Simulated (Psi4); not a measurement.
**AlH2O (SMILES [O][AlH2]) at UMN15/cc-pV(T+d)Z (sweep point 4)**

What is the vertical ionisation energy of AlH2O at UMN15/cc-pV(T+d)Z (sweep point 4)? 

Program for the calculation: Psi4 1.11.

## Step 1: Starting point

AlH2O: 4 atoms, total charge 0, spin state doublet. SMILES: `[O][AlH2]`. The shape is that of a PBE0-D4/def2-TZVP optimisation.

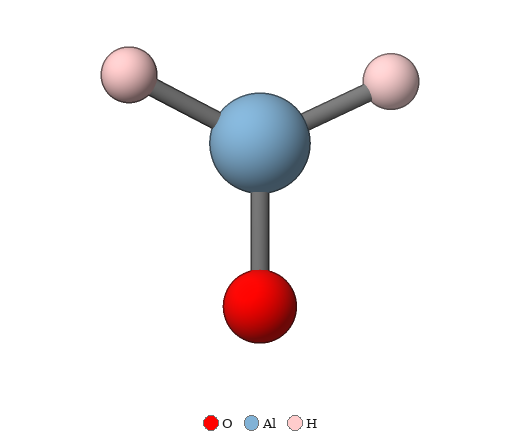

Viewed from a chosen angle; oxygen red, aluminium light blue, hydrogen pink.

## Step 2: A single-point energy at UMN15/cc-pV(T+d)Z (sweep point 4)

Contents of input.in:

```
memory 1.6 GB

molecule {
  0 2
  O      0.062600    -0.856300     1.401400
  Al     0.011300     0.029900    -0.080400
  H     -1.149600    -0.360800    -1.076000
  H      1.131100     1.126800    -0.265300
  units angstrom
  symmetry c1
}

set {
  basis cc-pV(T+d)Z
  reference uks
  puream true
  scf_type pk
  dft_radial_points 99
  dft_spherical_points 590
  maxiter 150
}

energy_value = energy('mn15')
```

Launch:

```
$ psi4 -n 1 input.in input.out
```

input.out:

```text
[...]
  Running in c1 symmetry.
[...]
  Nuclear repulsion =   43.785130971524083
[...]
  Multiplicity = 2
[...]
  Nalpha       = 12
  Nbeta        = 11
[...]
    Number of basis functions: 97
[...]
   @UKS iter   1:  -318.18083846928170   -3.25035e-01   9.79706e-03 ADIIS/DIIS
[...]
   @UKS iter  10:  -318.65722300086026   -2.44701e-07   6.52222e-07 DIIS
[...]
   @S^2 Observed:                7.537550360E-01
[...]
    Orbital Energies [Eh]
    ---------------------
    Alpha Occupied:
       1A    -55.312560     2A    -18.868719     3A     -4.073670
       4A     -2.766281     5A     -2.758069     6A     -2.756647
       7A     -0.999552     8A     -0.475792     9A     -0.449762
      10A     -0.402592    11A     -0.400984    12A     -0.352786
    Alpha Virtual:
      13A     -0.031853    14A      0.034101    15A      0.047580
      16A      0.132294    17A      0.149518    18A      0.164295
      19A      0.196574    20A      0.231844    21A      0.232044
      22A      0.242826    23A      0.294067    24A      0.333796
      25A      0.376853    26A      0.442519    27A      0.466293
[...]
  @UKS Final Energy:  -318.65722300086026
   => Energetics <=
    Nuclear Repulsion Energy =             43.7851309715240831
    One-Electron Energy =                -528.8733094829030961
    Two-Electron Energy =                 182.2873383772352156
    DFT Exchange-Correlation Energy =     -15.8563828667165279
    Empirical Dispersion Energy =           0.0000000000000000
    VV10 Nonlocal Energy =                  0.0000000000000000
    Total Energy =                       -318.6572230008602560
[...]
 Multipole Moments:
 ------------------------------------------------------------------------------------
     Multipole            Electronic (a.u.)      Nuclear  (a.u.)        Total (a.u.)
 ------------------------------------------------------------------------------------
 L = 1.  Multiply by 2.5417464519 to convert [e a0] to [Debye]
 Dipole X            :          0.0365330           -0.0547747           -0.0182417
 Dipole Y            :         -0.6251750            0.9427464            0.3175714
 Dipole Z            :          1.0448584           -1.5760525           -0.5311941
 Magnitude           :                                                    0.6191539
[...]
```

It took 37 s on 1 thread of AMD EPYC 7B13 (Zen 3), shared host; peak memory 1 GiB.

## Step 3: The singlet cation, same level

Contents of input.dat:

```
memory 1.6 GB

molecule system {
  1 1
  O      0.062600    -0.856300     1.401400
  Al     0.011300     0.029900    -0.080400
  H     -1.149600    -0.360800    -1.076000
  H      1.131100     1.126800    -0.265300
  units angstrom
  symmetry c1
}

set {
  basis                cc-pV(T+d)Z
  puream               true
  scf_type             pk
  dft_radial_points    99
  dft_spherical_points 590
}

e, wfn = energy("mn15", return_wfn=True)
```

Launch:

```
$ psi4 -i input.dat -o output.dat -n 1
```

output.dat:

```text
[...]
  Running in c1 symmetry.
[...]
  Nuclear repulsion =   43.785130971524083
[...]
  Multiplicity = 1
[...]
  Nalpha       = 11
  Nbeta        = 11
[...]
    Number of basis functions: 97
[...]
   @RKS iter   1:  -317.66915129915867    1.86652e-01   9.69703e-03 DIIS/ADIIS
[...]
   @RKS iter  10:  -318.20109058847294   -1.76522e-07   3.90696e-07 DIIS
[...]
    Orbital Energies [Eh]
    ---------------------
    Doubly Occupied:
       1A    -55.603172     2A    -19.200783     3A     -4.363627
       4A     -3.054987     5A     -3.048018     6A     -3.047626
       7A     -1.274004     8A     -0.750581     9A     -0.679372
      10A     -0.676603    11A     -0.647590
[...]
  @RKS Final Energy:  -318.20109058847294
   => Energetics <=
    Nuclear Repulsion Energy =             43.7851309715240831
    One-Electron Energy =                -522.0954888457216612
    Two-Electron Energy =                 175.7627357957434526
    DFT Exchange-Correlation Energy =     -15.6534685100188415
    Empirical Dispersion Energy =           0.0000000000000000
    VV10 Nonlocal Energy =                  0.0000000000000000
    Total Energy =                       -318.2010905884729368
[...]
 Multipole Moments:
 ------------------------------------------------------------------------------------
     Multipole            Electronic (a.u.)      Nuclear  (a.u.)        Total (a.u.)
 ------------------------------------------------------------------------------------
 L = 1.  Multiply by 2.5417464519 to convert [e a0] to [Debye]
 Dipole X            :          0.0096180           -0.0547747           -0.0451567
 Dipole Y            :         -0.1625855            0.9427464            0.7801609
 Dipole Z            :          0.2713957           -1.5760525           -1.3046568
 Magnitude           :                                                    1.5207957
[...]
```

Wall time 23 s (1 thread of AMD EPYC 7B13 (Zen 3), shared host); peak memory 1 GiB.

## Step 4: What came out

At UMN15/cc-pV(T+d)Z (sweep point 4):

```
                                          quantity          value
                       doublet AlH2O: total energy  -318.65722 Eh
                      doublet AlH2O: dipole moment         1.57 D
 doublet AlH2O: HOMO energy (highest over α and β)       -9.60 eV
  doublet AlH2O: LUMO energy (lowest over α and β)       -3.51 eV
                               doublet AlH2O: ⟨S²⟩          0.754
                      singlet cation: total energy  -318.20109 Eh
                       singlet cation: HOMO energy      -17.62 eV
                       singlet cation: LUMO energy      -13.77 eV
                     singlet cation: HOMO–LUMO gap        3.85 eV
vertical ionisation energy (to the singlet cation)      12.412 eV
```

What this shows: Removing an electron at fixed nuclei costs 12.41 eV (286 kcal/mol). Only the singlet of the ionised species was computed; a triplet could lie lower.
